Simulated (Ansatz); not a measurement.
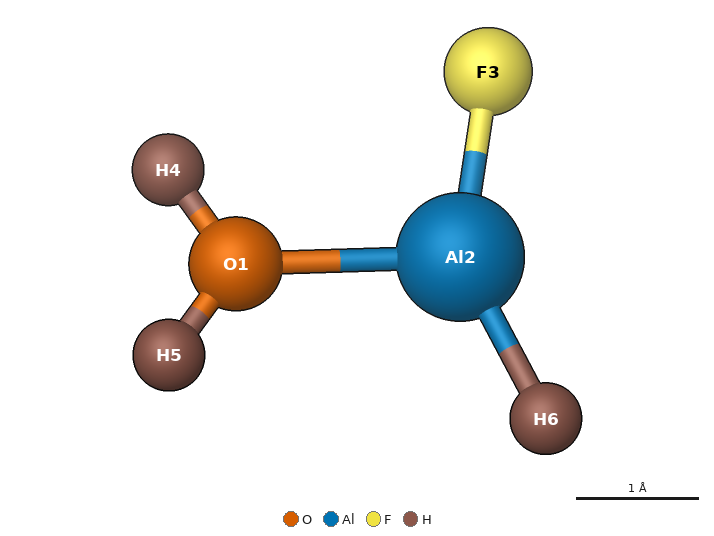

Atoms carry their numbers in the input. Charge +1, singlet. Computed geometry: PBE0-D4/def2-TZVP optimisation. No frequency run is at hand to confirm it as a minimum.

> Describe the coordination of atom 2.

Al2 has 3 neighbours (O1 at 1.85, F3 at 1.61, H6 at 1.54 Å); the arrangement is trigonal planar.

> Describe the coordination of atom 1.

O1 has 3 neighbours (Al2 at 1.85, H4 at 0.97, H5 at 0.97 Å); the arrangement is trigonal planar.
